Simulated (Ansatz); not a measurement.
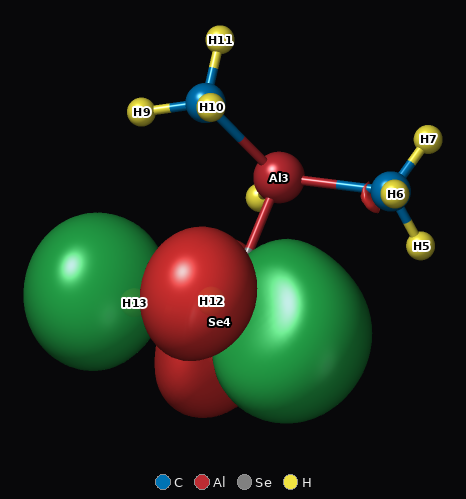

C2H9AlSe (SMILES [CH3][AlH-]([CH3])[SeH2+]). The LUMO at ±0.08 Å⁻³ᐟ² (green and red are the two phases), seen across its widest extent.

Geometry: PBE0-D4/def2-SVP.

Theory: Ansatz 0.2.0, isolated molecule in a Gaussian basis; Kohn-Sham density functional theory, functional PBE0.

```yaml
atoms:
  - { symbol: C, position_ang: [-1.4810, -1.3561, 0.9591] }
  - { symbol: C, position_ang: [0.3434, -0.1835, -1.6719] }
  - { symbol: Al, position_ang: [-1.1153, 0.0629, -0.3635] }
  - { symbol: Se, position_ang: [0.0627, 1.8328, 1.3297] }
  - { symbol: H, position_ang: [-2.0980, -1.0106, 1.8054] }
  - { symbol: H, position_ang: [-0.5634, -1.8094, 1.3717] }
  - { symbol: H, position_ang: [-2.0439, -2.1770, 0.4794] }
  - { symbol: H, position_ang: [-2.2991, 1.0839, -0.7369] }
  - { symbol: H, position_ang: [0.6424, 0.7548, -2.1689] }
  - { symbol: H, position_ang: [1.2475, -0.6323, -1.2254] }
  - { symbol: H, position_ang: [0.0198, -0.8698, -2.4750] }
  - { symbol: H, position_ang: [1.3732, 1.1700, 1.4318] }
  - { symbol: H, position_ang: [0.5548, 2.7414, 0.2827] }
```

Describe this orbital and give its energy.

Answer. Its weight (Hirshfeld) is mainly on Se4 (about 55 %), H13 (about 20 %) and H12 (about 15 %). Its energy is −0.86 eV.
